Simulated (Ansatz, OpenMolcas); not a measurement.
**BH3O (BH2(OH)): methods side by side**

BH3O: 5 atoms, total charge 0, spin state singlet. As SMILES, `[H]B([H])O`. The coordinates come from a GFN2-xTB relaxation.

Each level gives the vertical ionisation energy (to the doublet cation) (eV). The values are calculated.

```json
{"level": "SVWN5/STO-3G", "kind": "LDA", "program": "OpenMolcas", "value (eV)": "9.62", "less FCI/STO-3G": "+0.15"}
{"level": "r2SCAN/STO-3G", "kind": "meta-GGA", "program": "OpenMolcas", "value (eV)": "9.95", "less FCI/STO-3G": "+0.48"}
{"level": "B3LYP/STO-3G", "kind": "global hybrid", "program": "OpenMolcas", "value (eV)": "10.11", "less FCI/STO-3G": "+0.64"}
{"level": "r2SCAN0/STO-3G", "kind": "hybrid meta-GGA", "program": "Ansatz", "value (eV)": "10.17", "less FCI/STO-3G": "+0.70"}
{"level": "wB97M-V/STO-3G", "kind": "range-separated hybrid", "program": "Ansatz", "value (eV)": "10.16", "less FCI/STO-3G": "+0.69"}
{"level": "CCSD(T)/STO-3G, open shells restricted", "kind": "coupled cluster or CI", "program": "OpenMolcas", "value (eV)": "9.51", "less FCI/STO-3G": "+0.04"}
{"level": "CCSDT(Q)/STO-3G", "kind": "coupled cluster or CI", "program": "Ansatz", "value (eV)": "9.46", "less FCI/STO-3G": "-0.01"}
{"level": "CCSDT/STO-3G", "kind": "coupled cluster or CI", "program": "Ansatz", "value (eV)": "9.47", "less FCI/STO-3G": "0.00"}
{"level": "FCI/STO-3G, open shells restricted", "kind": "exact in the basis", "program": "OpenMolcas", "value (eV)": "9.47", "less FCI/STO-3G": "0.00"}
```

FCI/STO-3G, open shells restricted is exact within its basis and frozen core, so for wave-function methods in that basis the difference is their error; functionals converge differently with the basis, so for them it is only a difference. The values span 9.46 to 10.17 eV. All rows use very small basis sets, so none should be taken for the real molecule's value.

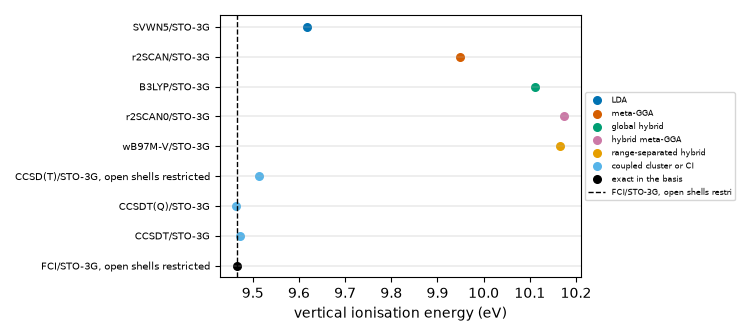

The values of the table, level by level.
